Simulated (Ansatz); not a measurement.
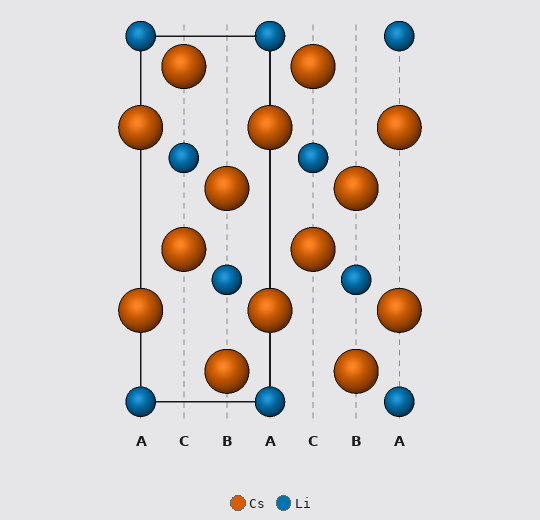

Projection along an edge of the hexagonal mesh, stacking direction [111] upwards. The dashed lines mark the three columns A (0, 0), B (1/3, 2/3) and C (2/3, 1/3). The box is the hexagonal cell of the face-centred cubic lattice. The sequence starts with the first layer at or above the cell's origin.

The compound is Cs2Li (space group Fm-3m, No. 225), taken as the end point of a relaxation with Ansatz 0.2.0, DFT PBE, scalar-relativistic, plane waves, PAW; the starting structure was generated, so it need not be a known form of this composition.

List the layers of one repeat.

Li(A) – Cs(B) – Cs(A) – Li(B) – Cs(C) – Cs(B) – Li(C) – Cs(A) – Cs(C) (nine layers in 17.57 Å).
